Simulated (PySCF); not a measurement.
# AlH2O (SMILES [O][AlH2]): U-r2SCAN/STO-3G

What is the energy change on altering one bond length of AlH2O at U-r2SCAN/STO-3G? Input form: a Python script.

The results are computed with PySCF 2.14.0.

7 further runs of the same task are left out: 7 set aside as unsound or not needed.

## 1. The structure to begin with

AlH2O has 4 atoms, charge 0, and is taken as a doublet. As SMILES, `[O][AlH2]`. The coordinates come from a PBE0-D4/def2-TZVP relaxation.

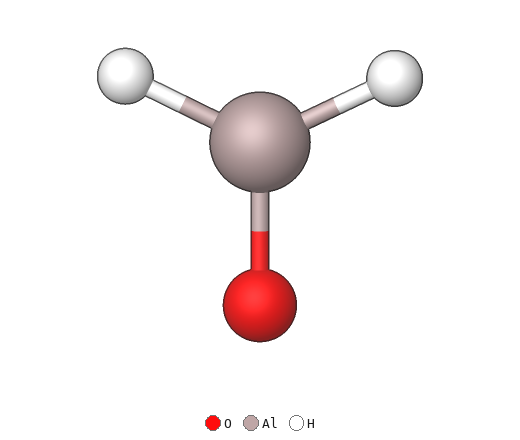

Viewed from a chosen angle; oxygen red, aluminium light grey, hydrogen white.

## 2. A single-point energy at U-r2SCAN/STO-3G

Contents of geometry.xyz:

```xyz
4
AlH2O
O      0.062600    -0.856300     1.401400
Al     0.011300     0.029900    -0.080400
H     -1.149600    -0.360800    -1.076000
H      1.131100     1.126800    -0.265300
```

Contents of run.py:

```python
from pyscf import gto, dft

mol = gto.Mole()
mol.atom = 'geometry.xyz'
mol.spin = 1
mol.basis = 'sto-3g'
mol.verbose = 3
mol.max_memory = 1860
mol.build()

mf = dft.UKS(mol)
mf.xc = 'r2scan'
mf.conv_tol = 1e-10
mf.grids.level = 5
mf.kernel()
if not mf.converged:
    mf = mf.newton().run(mf.mo_coeff, mf.mo_occ)

e_final = mf.e_tot
print('E(%s) = %.9f' % ('R2SCAN', e_final))
```

Run with:

```bash
$ OMP_NUM_THREADS=1 python run.py
```

Output:

```text
WARN: HOMO -0.313091837756931 >= LUMO -0.313091837756928

converged SCF energy = -314.774858294276  <S^2> = 0.75629457  2S+1 = 2.0062847
E(R2SCAN) = -314.774858294
```

Wall time 4.8 s (1 thread of Arm Neoverse V2, shared host); peak memory 0.2 GiB.

## 3. The distorted shape at the same level

Contents of run.py:

```python
from pyscf import gto, dft

system = gto.M(
    atom='''
O      1.455662    -0.387466     2.596104
Al     1.404362     0.498734     1.114304
H     -1.149600    -0.360800    -1.076000
H      2.524162     1.595634     0.929404
''',
    basis='sto-3g',
    verbose=4,
    max_memory=1860,
    spin=1,
)

mf = dft.UKS(system, xc='r2scan')
mf.grids.level = 5
mf.conv_tol = 1e-10
mf.kernel()
if not mf.converged:
    mf = mf.newton().run(mf.mo_coeff, mf.mo_occ)

e_final = mf.e_tot
print('Final energy', e_final)
```

Run with:

```bash
$ OMP_NUM_THREADS=1 python run.py
```

Output:

```text
PySCF version 2.14.0

[INPUT] num. atoms = 4
[INPUT] num. electrons = 23
[INPUT] charge = 0
[INPUT] spin (= nelec alpha-beta = 2S) = 1
[INPUT] symmetry False subgroup None
[INPUT] Mole.unit = angstrom
[INPUT] Symbol           X                Y                Z      unit          X                Y                Z       unit  Magmom
[INPUT]  1 O      1.455662000000  -0.387466000000   2.596104000000 AA    2.750802509937  -0.732204622581   4.905925550888 Bohr   0.0
[INPUT]  2 Al     1.404362000000   0.498734000000   1.114304000000 AA    2.653859559746   0.942470669009   2.105729379507 Bohr   0.0
[INPUT]  3 H     -1.149600000000  -0.360800000000  -1.076000000000 AA   -2.172429152800  -0.681813185743  -2.033345310032 Bohr   0.0
[INPUT]  4 H      2.524162000000   1.595634000000   0.929404000000 AA    4.769974874034   3.015311255044   1.756319019075 Bohr   0.0

nuclear repulsion = 40.765715220838
number of shells = 10
number of NR pGTOs = 48
number of NR cGTOs = 16
basis = sto-3g
ecp = {}

[... 41 lines left out ...]
WARN: HOMO 0.258581283359123 >= LUMO 0.259285590180179
[... 102 lines left out ...]
converged SCF energy = -314.592863842405  <S^2> = 0.75248288  2S+1 = 2.0024813
Final energy -314.59286384240545
```

Run time: 8.7 s. Hardware: 1 thread of Arm Neoverse V2, shared host; peak memory 0.2 GiB.

## 4. What came out

Level: U-r2SCAN/STO-3G.

| quantity | value |
| --- | --- |
| first shape: total energy | -314.77486 Eh |
| first shape: dipole moment | 0.63 D |
| first shape: HOMO energy (highest over α and β) | -2.50 eV |
| first shape: LUMO energy (lowest over α and β) | 0.33 eV |
| first shape: ⟨S²⟩ | 0.756 |
| distorted shape: total energy | -314.59286 Eh |
| distorted shape: dipole moment | 2.83 D |
| distorted shape: HOMO energy (highest over α and β) | -1.16 eV |
| distorted shape: LUMO energy (lowest over α and β) | 0.65 eV |
| distorted shape: ⟨S²⟩ | 0.752 |
| energy change with the Al2–H3 bond stretched from 1.578 to 3.473 Å | 4.952 eV |

**Reading.** With the Al2–H3 bond stretched from 1.578 to 3.473 Å the energy rises by 4.95 eV (114 kcal/mol). The first shape isn't relaxed at this level, so the change isn't measured from a minimum. The minimal basis adds a large error of its own. Mulliken charges (first shape) run from -0.27 on O1 to +0.72 on Al2. Mulliken charges (distorted shape) run from -0.35 on O1 to +0.55 on Al2.
